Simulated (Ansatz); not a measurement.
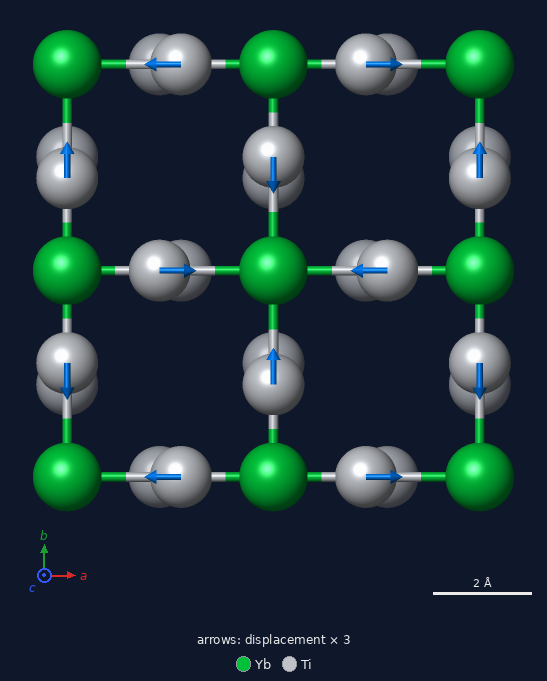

A relaxation of crystalline YbTi$_{3}$ (a generated structure, set up in Fm-3m) (coarse preliminary run). The starting structure is drawn; blue arrows show the displacements (the part carried along by the change of the cell is left out), 3 times their true length.

Style: ball-and-stick. Shown: the conventional cell (4 times the calculation's cell), along the c axis. Lengths and directions refer to the drawn axes.

Computed with DFT PBE, scalar-relativistic, plane waves, PAW (Ansatz 0.2.0). (plane-wave cutoff 420 eV; k-point mesh 4 × 4 × 4; occupations gaussian; smearing width 0.1 eV; no spin polarisation; cell and atoms relaxed; force threshold 0.04 eV/Å; at most 70 steps)

> What happened in the run?

The largest moves relative to the cell, 0.25 Å, are those of Ti atoms. Yb stays in place. Cell: a = b = c 8.471 → 9.747 Å (+15.1 %). Volume +52.3 %. Among the contacts that change: Ti–Ti 2.683 → 3.446 Å, Ti–Yb 1.897 → 2.437 Å, Ti–Yb 2.338 → 2.437 Å. The space group (tolerance 0.01 Å) goes from Fm-3m (No. 225) to Pm-3m (No. 221). Over 6 accepted moves (8 points after the start) the energy falls by 12.779 eV per cell of the calculation. Largest force component: 11 eV/Å at the start, 0.00013 eV/Å at the end. Pressure: 52.43 GPa at the start and 0.02 GPa at the end. At 2 points the geometry stayed and the basis and grid were re-selected for the new cell (energy shift of 0.233 eV per cell of the calculation at most each time). The run took 2.2 min on 1 thread of Arm Neoverse V1 (shared host), peak memory 0.55 GiB.

Limits of the set-up: 4f states are treated without a Hubbard U.
